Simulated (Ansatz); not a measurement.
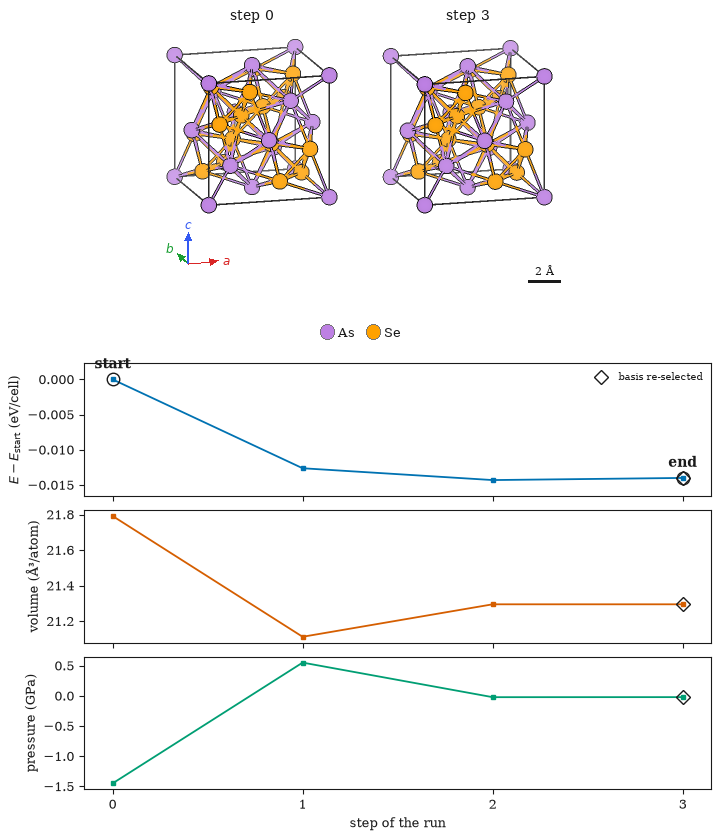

First and last geometry of a relaxation of a crystal of AsSe₂ (a generated structure, set up in Fd-3m), with the history of the run. Style: ball-and-stick. Shown: the conventional cell (4 times the calculation's cell), slightly off an axis. Lengths and directions refer to the drawn axes.

Computed with Ansatz, DFT PBE, scalar-relativistic, plane waves, PAW. (plane-wave cutoff 420 eV; k-point mesh 8 × 8 × 8; occupations gaussian; smearing width 0.1 eV; no spin polarisation; cell and atoms relaxed; force threshold 0.01 eV/Å; at most 80 steps)

Q: What do the curves and the structures tell?

A: It converged. No atom moves by more than 0.005 Å relative to the cell. Cell: a = b = c 8.057 → 7.995 Å (−0.8 %). Volume −2.3 %. Near-neighbour distances that change, for instance: As–As 3.489 → 3.462 Å, As–Se 3.340 → 3.315 Å, Se–Se 2.849 → 2.827 Å. The space group stays Fd-3m (No. 227). The energy falls by 14.0 meV per cell of the calculation in 2 accepted moves (3 points after the start). All forces vanish by symmetry, so only the cell relaxes. The pressure goes from −1.45 to −0.02 GPa. The SCF was repeated once at an unchanged geometry on a basis and grid sized afresh for the cell, which shifted the energy by 0.3 meV per cell of the calculation at most.

```
step  E − E(0), meV/atom  pressure, GPa  volume, Å³/atom                      note
   0                0.00          -1.45           21.792                          
   1               -2.10           0.55           21.112                          
   2               -2.38          -0.02           21.295                          
   3               -2.33          -0.02           21.295  same geometry, new basis
```
